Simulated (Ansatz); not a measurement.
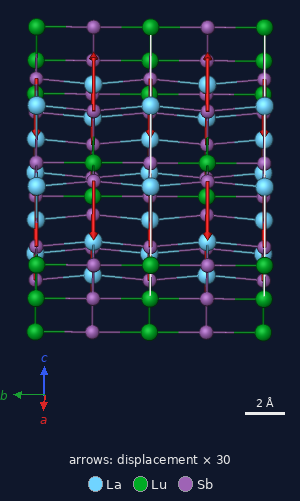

A relaxation of solid La$_{2}$LuSb$_{3}$ (built on the Li2TiO3-71 type type). The starting structure is drawn; red arrows show the displacements (the part carried along by the change of the cell is left out), magnified 30 times.

Style: ball-and-stick. Shown: the conventional cell (2 times the calculation's cell), repeated 2 × 2 × 1 with one cell outlined, from a free direction. Lengths and directions refer to the drawn axes.

Method: DFT, PBEsol, plane waves, PAW in Ansatz. Settings: plane-wave cutoff 420 eV; k-point mesh 6 × 6 × 6; occupations fermi dirac; smearing width 0.03 eV; no spin polarisation; cell and atoms relaxed; force threshold 0.01 eV/Å; at most 120 steps.

Which element moves most?

Antimony: up to 0.11 Å, against 0.01 Å for lanthanum.

What did the optimiser do to the structure, and how much energy did it gain?

Over 4 accepted moves (5 points after the start) the energy falls by 94.5 meV per atom. The largest force component goes from 0.64 to 0.0042 eV/Å. Pressure: 5.98 GPa at the start and 0.00 GPa at the end. At 1 point the geometry stayed and the basis and grid were re-selected for the new cell (energy shift of 0.4 meV per atom at most each time). The largest moves relative to the cell, 0.11 Å, are those of Sb atoms. By element the largest moves are Sb 0.11 Å, La 0.01 Å. Lu stays in place. The drawn cell changes as follows: a 4.373 → 4.467 Å (+2.2 %), b 5.916 → 6.330 Å (+7.0 %), c 13.463 → 13.309 Å (−1.1 %); the volume changes by +8.1 %. Among the contacts that change: Lu–Sb 2.958 → 3.165 Å, La–Sb 2.973 → 3.170 Å, Lu–Sb 2.955 → 3.050 Å, La–Sb 3.287 → 3.222 Å. Among the angles between lasting bonds that change: Sb–La–Sb 168.4° → 173.6°, La–Sb–La 168.4° → 173.6°, Sb–La–Sb 83.4° → 87.8°. The space group stays Immm (No. 71).
